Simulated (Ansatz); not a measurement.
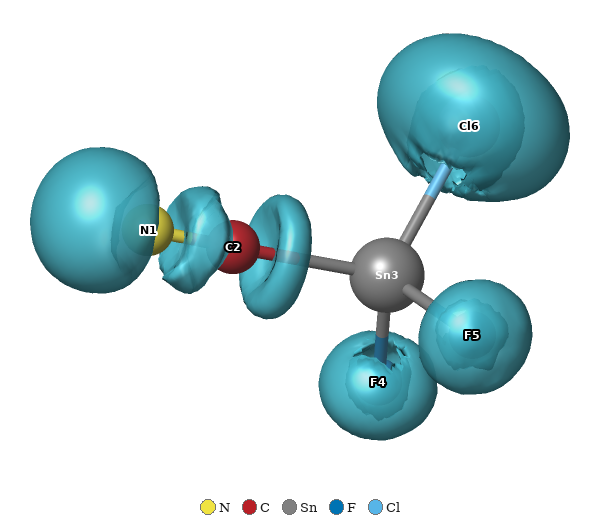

The picture shows: CClF₂NSn. Isosurface of the ELF at 0.8 (cyan), seen at a tilt. Core shells and regions of very low density are left out.

Geometry: PBE0-D4/def2-TZVP; core potentials replace the inner electrons of Sn.

The calculation used Ansatz, RKS PBE0-D4/def2-TZVPP.

```yaml
atoms:
  - { symbol: N, position_ang: [1.6021, -1.7813, 1.2545] }
  - { symbol: C, position_ang: [0.9232, -1.0385, 0.6960] }
  - { symbol: Sn, position_ang: [-0.3019, 0.3223, -0.2807] }
  - { symbol: F, position_ang: [-1.7136, -0.6171, -1.1023] }
  - { symbol: F, position_ang: [0.6760, 1.1156, -1.6824] }
  - { symbol: Cl, position_ang: [-1.1438, 1.9348, 1.0686] }
```

> Where are the electrons localised?

At this value the surface marks out one region between bonded C–N atoms (shared pairs), one lobe of the valence shell of C pointing towards Sn (polar bonds), one lobe on N, pointing away from the bonds (lone pairs), one region wrapped around Cl (its valence shell) and two regions wrapped around F (the valence shell of each). Along the contacts the grid gives the following. C–N (1.15 Å): the ELF peaks at about 0.85 between the atoms; a multiple bond. Sn–F (1.88 Å): the ELF peaks at about 0.80 in the valence shell of F, 0.5 Å from its nucleus, and drops to about 0.15 between the two atoms.
